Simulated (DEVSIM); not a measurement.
Device: abrupt Ge p-n junction, at 250 K.

```
layer (left to right)  material  thickness (μm)  Nd (cm⁻³)  Na (cm⁻³)  τn (s)  τp (s)
---------------------  --------  --------------  ---------  ---------  ------  ------
1                            Ge            3.40          -     8.3e17  1.5e-7  1.5e-7
2                            Ge           0.720     7.4e16          -  1.5e-7  1.5e-7
```

Left contact: ohmic. Right contact: ohmic. Voltage is applied to the left contact. Recombination: SRH at mid-gap, radiative, Auger. Mobility is μmin + (μ − μmin)/(1 + (N/Nref)^α).

The device is made up for the run: typed textbook-type constants, with dimensions and the other settings drawn at random. Values at 300 K; Nc and Nv go as T^1.5, mobilities as T to minus their exponent, the gap by Varshni's rule with the affinity fixed.

```tsv
parameter	Ge
gap (eV)	0.664
affinity (eV)	4
permittivity	16
Nc (cm⁻³)	1.04e19
Nv (cm⁻³)	6e18
μn (cm²/Vs)	3900
μp (cm²/Vs)	1900
μn,min	150
μp,min	100
Nref,n	2.6e17
Nref,p	4e17
αn	0.56
αp	0.6
T exponent of μn	1.66
T exponent of μp	2.33
B (cm³/s)	6.4e-14
Cn (cm⁶/s)	1e-31
Cp (cm⁶/s)	1e-31
Varshni α (eV/K)	0.000477
Varshni β (K)	235
```

Model (solved in DEVSIM): 1D drift-diffusion, Boltzmann statistics, complete ionisation; no tunnelling, impact ionisation, image-force lowering or self-heating.

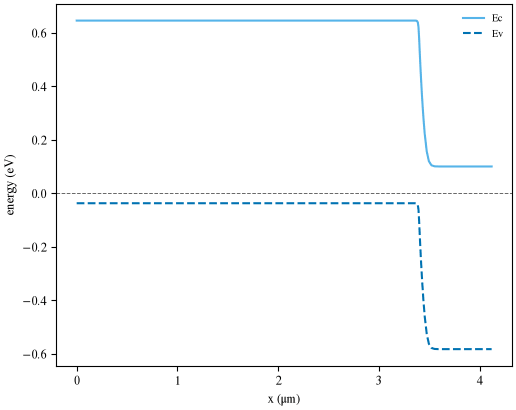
Band edges at zero bias

Energies count from the Fermi level of the right contact; mesh points crowd at the junctions.

```
x (μm)   Ec (eV)  Ev (eV)  n (cm⁻³)  p (cm⁻³)  field (V/cm)
-------  -------  -------  --------  --------  ------------
0.000      0.646   -0.037    750000    8.3e17           ≈ 0
0.02018    0.646   -0.037    750000    8.3e17           ≈ 0
0.06043    0.646   -0.037    750000    8.3e17           ≈ 0
0.1307     0.646   -0.037    750000    8.3e17           ≈ 0
0.3365     0.646   -0.037    750000    8.3e17           ≈ 0
0.6626     0.646   -0.037    750000    8.3e17           ≈ 0
1.232      0.646   -0.037    750000    8.3e17           ≈ 0
2.402      0.646   -0.037    750000    8.3e17           ≈ 0
2.865      0.646   -0.037    750000    8.3e17           ≈ 0
3.131      0.646   -0.037    750000    8.3e17           ≈ 0
3.264      0.646   -0.037    750000    8.3e17           ≈ 0
3.355      0.646   -0.037    750000    8.3e17           -23
3.387      0.640   -0.043   1000000    6.2e17        -13000
3.405      0.533   -0.150     1.4e8    4.4e15        -83000
3.441      0.291   -0.392    1.1e13    5.8e10        -53000
3.497      0.120   -0.562    3.0e16     2.1e7        -11000
3.591      0.101   -0.582    7.4e16   8400000           -42
3.760      0.101   -0.582    7.4e16   8400000           ≈ 0
3.966      0.101   -0.582    7.4e16   8400000           ≈ 0
4.048      0.101   -0.582    7.4e16   8400000           ≈ 0
4.090      0.101   -0.582    7.4e16   8400000           ≈ 0
4.120      0.101   -0.582    7.4e16   8400000           ≈ 0
```
